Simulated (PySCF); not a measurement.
# BBrClF (bromochlorofluoroborane): MP2/6-31G(d,p) (spherical functions)

Aim: the vertical ionisation energy of BBrClF (bromochlorofluoroborane) at MP2/6-31G** (spherical functions), from 2 runs. Input form: a Python script.

Program for the calculation: PySCF 2.14.0.

**1. The system as given**

BBrClF has 4 atoms, charge 0, and is taken as a singlet. SMILES: `FB(Cl)Br`. Geometry: relaxed at PBE0-D4/def2-TZVP.

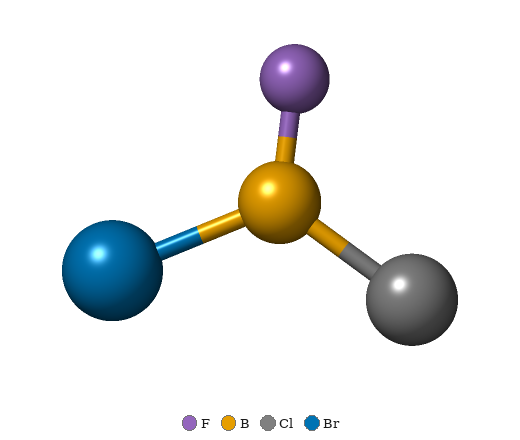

Viewed from a chosen angle; fluorine purple, boron amber, chlorine grey, bromine blue.

**2. A single-point energy at MP2/6-31G(d,p) (spherical functions)**

input.py reads:

```python
from pyscf import gto, mp

system = gto.M(
    atom='F -0.037800 -1.335000 -0.542400; B 0.000500 -0.136300 -0.018100; Cl -0.369900 0.071000 1.666000; Br 0.462600 1.340100 -1.125800',
    basis='6-31g**',
    max_memory=1860,
    spin=0,
    verbose=3,
)

hf = system.RHF()
hf.conv_tol = 1e-10
hf.kernel()
if not hf.converged:
    hf = hf.newton().run(hf.mo_coeff, hf.mo_occ)

pt = mp.MP2(hf, frozen=16).run()
etot = pt.e_tot
print('E = %.10f Eh' % etot)
```

Launch:

```console
$ OMP_NUM_THREADS=1 python input.py
```

Standard output:

```text
converged SCF energy = -3155.84154033298
E(RMP2) = -3156.46609153913  E_corr = -0.624551206146968
E(SCS-RMP2) = -3156.42920147739  E_corr = -0.587661144402577
E = -3156.4660915391 Eh
```

It took 2.2 s on 1 thread of Arm Neoverse V1, shared host; peak memory 0.18 GiB.

**3. The doublet cation at the same level**

run.py reads:

```python
from pyscf import gto, scf, mp

system = gto.M(
    atom='F -0.037800 -1.335000 -0.542400; B 0.000500 -0.136300 -0.018100; Cl -0.369900 0.071000 1.666000; Br 0.462600 1.340100 -1.125800',
    charge=1,
    basis='6-31g**',
    max_memory=1860,
    spin=1,
    verbose=4,
)

mf = scf.UHF(system)
mf.conv_tol = 1e-10
mf.kernel()
if not mf.converged:
    mf = mf.newton().run(mf.mo_coeff, mf.mo_occ)

pt = mp.MP2(mf, frozen=16).run()
e_final = pt.e_tot
print('Final energy', e_final)
```

Launch:

```console
$ OMP_NUM_THREADS=1 python run.py
```

Standard output:

```text
PySCF version 2.14.0

[INPUT] num. atoms = 4
[INPUT] num. electrons = 65
[INPUT] charge = 1
[INPUT] spin (= nelec alpha-beta = 2S) = 1
[INPUT] symmetry False subgroup None
[INPUT] Mole.unit = angstrom
[INPUT] Symbol           X                Y                Z      unit          X                Y                Z       unit  Magmom
[INPUT]  1 F     -0.037800000000  -1.335000000000  -0.542400000000 AA   -0.071431647509  -2.522784376294  -1.024987449964 Bohr   0.0
[INPUT]  2 B      0.000500000000  -0.136300000000  -0.018100000000 AA    0.000944863062  -0.257569670778  -0.034204042855 Bohr   0.0
[INPUT]  3 Cl    -0.369900000000   0.071000000000   1.666000000000 AA   -0.699009693477   0.134170554844   3.148283723525 Bohr   0.0
[INPUT]  4 Br     0.462600000000   1.340100000000  -1.125800000000 AA    0.874187305224   2.532421979530  -2.127453671035 Bohr   0.0

nuclear repulsion = 282.415823585322
number of shells = 32
number of NR pGTOs = 200
number of NR cGTOs = 78
basis = 6-31g**
ecp = {}

******** <class 'pyscf.scf.uhf.UHF'> ********
method = UHF
initial guess = minao
damping factor = 0
level_shift factor = 0
DIIS = <class 'pyscf.scf.diis.CDIIS'>
diis_start_cycle = 1
diis_space = 8
diis_damp = 0
SCF conv_tol = 1e-10
SCF conv_tol_grad = None
SCF max_cycles = 50
direct_scf = True
direct_scf_tol = 1e-13
number electrons alpha = 33  beta = 32
Set gradient conv threshold to 1e-05
init E= -3155.31243661196
[... the frontier-level lines of each cycle are left out ...]

cycle= 1 E= -3155.30553153712  delta_E= 0.00691  |g|= 0.475  |ddm|= 1.56
cycle= 2 E= -3155.40800601206  delta_E= -0.102  |g|= 0.276  |ddm|= 0.692
cycle= 3 E= -3155.44030976731  delta_E= -0.0323  |g|= 0.049  |ddm|= 0.215
cycle= 4 E= -3155.44392734286  delta_E= -0.00362  |g|= 0.0238  |ddm|= 0.101
cycle= 5 E= -3155.44562627006  delta_E= -0.0017  |g|= 0.0153  |ddm|= 0.0711
cycle= 6 E= -3155.44678741294  delta_E= -0.00116  |g|= 0.00985  |ddm|= 0.0705
cycle= 7 E= -3155.44738156935  delta_E= -0.000594  |g|= 0.00488  |ddm|= 0.068
cycle= 8 E= -3155.44748272238  delta_E= -0.000101  |g|= 0.00323  |ddm|= 0.0217
cycle= 9 E= -3155.44753835914  delta_E= -5.56e-05  |g|= 0.00175  |ddm|= 0.0214
cycle= 10 E= -3155.44755512103  delta_E= -1.68e-05  |g|= 0.00089  |ddm|= 0.0109
cycle= 11 E= -3155.44755900326  delta_E= -3.88e-06  |g|= 0.000432  |ddm|= 0.00641
cycle= 12 E= -3155.44755965583  delta_E= -6.53e-07  |g|= 0.00014  |ddm|= 0.00254
cycle= 13 E= -3155.44755971344  delta_E= -5.76e-08  |g|= 5.62e-05  |ddm|= 0.000733
cycle= 14 E= -3155.44755972093  delta_E= -7.5e-09  |g|= 1.59e-05  |ddm|= 0.00027
cycle= 15 E= -3155.44755972146  delta_E= -5.22e-10  |g|= 6.6e-06  |ddm|= 6.78e-05
cycle= 16 E= -3155.44755972152  delta_E= -5.87e-11  |g|= 2.92e-06  |ddm|= 1.71e-05
Extra cycle  E= -3155.44755972153  delta_E= -1.32e-11  |g|= 1.82e-06  |ddm|= 5.06e-06
converged SCF energy = -3155.44755972153  <S^2> = 0.75781207  2S+1 = 2.0077969

******** <class 'pyscf.mp.ump2.UMP2'> ********
nocc = (np.int64(17), np.int64(16)), nmo = (62, 62)
frozen orbitals 16
E(UMP2) = -3156.04979594084  E_corr = -0.602236219312769
E(SCS-UMP2) = -3156.01549102226  E_corr = -0.567931300733029
E_corr(same-spin) = -0.178560187433416
E_corr(oppo-spin) = -0.423676031879353
Final energy -3156.049795940841
```

Run time: 3.3 s. Hardware: 1 thread of Arm Neoverse V1, shared host; peak memory 0.19 GiB.

**4. Results**

At MP2/6-31G** (spherical functions), 16 core orbitals frozen:

```
                                                                  quantity           value
                                              singlet BBrClF: total energy  -3156.46609 Eh
                      singlet BBrClF: dipole moment (Hartree–Fock density)          0.08 D
                       singlet BBrClF: HOMO energy (Hartree–Fock orbitals)       -11.93 eV
                       singlet BBrClF: LUMO energy (Hartree–Fock orbitals)         2.90 eV
                     singlet BBrClF: HOMO–LUMO gap (Hartree–Fock orbitals)        14.83 eV
              singlet BBrClF: correlation energy (16 core orbitals frozen)      -624.6 mEh
                                              doublet cation: total energy  -3156.04980 Eh
doublet cation: HOMO energy (Hartree–Fock orbitals) (highest over α and β)       -18.57 eV
 doublet cation: LUMO energy (Hartree–Fock orbitals) (lowest over α and β)        -9.55 eV
              doublet cation: correlation energy (16 core orbitals frozen)      -602.2 mEh
                         doublet cation: ⟨S²⟩ of the reference determinant           0.758
                        vertical ionisation energy (to the doublet cation)       11.328 eV
```

**Reading.** Removing an electron at fixed nuclei costs 11.33 eV (261 kcal/mol).
